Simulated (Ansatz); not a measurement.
All values below come from PBE (plane waves to 420 eV, PAW; Ansatz, a program for electronic structure).

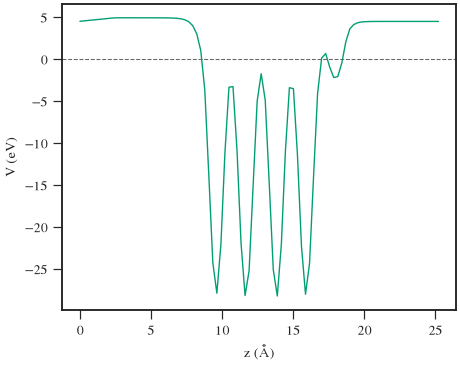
Planar average of the electrostatic potential across the slab, in eV from the Fermi level, for Br on the 1x1 (0001) surface of hcp Ru, one in a 2x2 cell, started at the site 'bridge Ru-Ru (span 2.7 Å)'

Slab: 17 atoms, 6.3 Å thick at the start under the adsorbate (thin: gaps and levels are the slab's own); k 6x6x1, smearing 0.1 eV, dipole-corrected; 8 atoms held, the rest relaxed; held to the start's symmetry, so lower structures may exist; no spin, no spin-orbit, no U, no dispersion correction. At the end it is bonded to 3 Ru. In PBE it is, or lies within 0.03 eV of, the lowest of the starts that converged.

The vacuum level lies 4.51 eV above the Fermi level over the top face and 4.94 eV above it under the bottom face.
